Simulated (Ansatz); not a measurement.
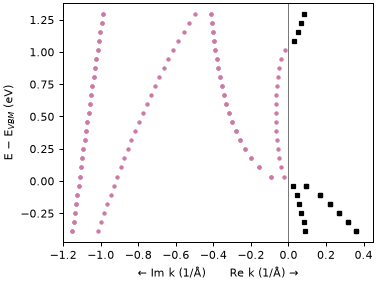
*Complex bands at the centre of the two-dimensional zone; r2SCAN in Ansatz (a first-principles code)*

No gap correction and no spin-orbit coupling; mid-gap is the computed energy nearest the middle.

Question: This is InP (F-43m, zinc blende, 2 atoms a cell, 25.7 Å³ an atom) along the normal of (111). Read off the slowest decay at the centre of the two-dimensional zone at 0.53 eV, the computed energy nearest the middle of the gap.

Answer: κ ≈ 0.07 1/Å, a decay length 1/(2κ) of the density of 7.5 Å.
